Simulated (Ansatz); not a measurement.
**Fields on a plane of CaPd3O4 (space group Pm-3n)**

```
CaPd3O4
1.0
    5.72639     0.00000     0.00000
    0.00000     5.72639     0.00000
    0.00000     0.00000     5.72639
Ca Pd O
2 6 8
Cartesian
  2.86320   2.86320   2.86320
  0.00000   0.00000   0.00000
  0.00000   2.86320   1.43160
  0.00000   2.86320   4.29479
  1.43160   0.00000   2.86320
  4.29479   0.00000   2.86320
  2.86320   1.43160   0.00000
  2.86320   4.29479   0.00000
  1.43160   1.43160   1.43160
  4.29479   4.29479   4.29479
  1.43160   4.29479   4.29479
  4.29479   1.43160   1.43160
  4.29479   4.29479   1.43160
  1.43160   1.43160   4.29479
  4.29479   1.43160   4.29479
  1.43160   4.29479   1.43160
```

The slice is a {210} plane (indices of the conventional cell) through the point (0.250, 0.750, 0.250) (fractional), spanned by u = [100] and v = [021] in vectors of this cell: u (5.73 Å) and v (12.80 Å, at 90° to u). It covers one period; positions are fractions (u, v).

Atoms on it: Pd at (0.25, 0.75); O at (0.50, 0.50); O at (0.00, 0.50); O at (0.50, 0.00); O at (0.00, 0.00). Other atoms lie within 1 Å of the plane.

Level of theory: PBEsol (plane waves to 420 eV, PAW, scalar-relativistic; Ansatz, a quantum-chemistry and plane-wave program). k mesh 7×7×7. These are valence fields of a PAW run, semicore shells included where kept as valence: close to a nucleus they are smooth pseudo fields. At this level the bands of CaPd3O4 touch or barely overlap. CaPd3O4 is run without spin polarisation and with no Hubbard U. CaPd3O4 was relaxed with its symmetry unable to fall.

```
|##**==::::==**##**==----==**|
|==--::::::::--======****====|
|................--++####++--|
|    ........    ::++####++::|
|  ..::::::::..  ..--====--..|
|..::==****==::......::::....|
|..--##@@@@##--..            |
|..==%%@@@@%%==..            |
|..--##@@@@##--......::::....|
|..::==****==::....--++++--..|
|  ..::::::::..  ..==****==..|
|    ........    ..--++++--..|
|..................::----::..|
|==--::::::::--====::....::==|
|%%**--::::--**%%**--....--**|
|%%##==::::==##%%##==::::==##|
|%%**--....--**%%**==----==**|
|==--::....::--======****====|
|::..::----::..::--++####++--|
|....--++++--....::++####++::|
|....==****==......--====--..|
|....--++++--........::::....|
|......::::......            |
|....        ......        ..|
|----::    ::------..    ..--|
|**++--....--++**++--....--++|
|##**==::::==**##**==::::==**|
|##**--....--**##**--....--**|
|====::....::======::....::==|
|++==::    ::==++==::    ::==|
|##**--....--**##**--....--**|
|%%##==::::==##%%##==::::==##|
```
Scale: ten equal steps from -1.23 (start of ' ') to 1.12 (end of '@'), in the order ' .:-=+*#%@'. Values: log₁₀ of the valence density in e/Å³. The map has 14 points along u (two characters each, u = 0 at the left) and 32 along v (v = 0 in the bottom row). The scale is logarithmic, as a density can span decades between atoms and voids.

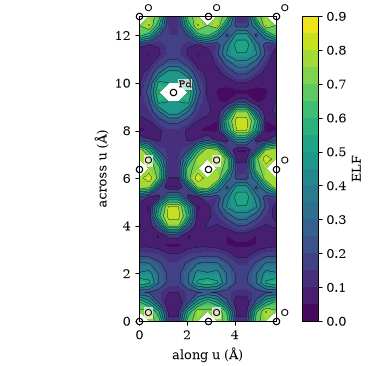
Fig. 1. Electron localisation function (ELF), one period of the plane, atoms marked. Points within 0.4 Å of a nucleus are left white, as the pseudised field means little there.
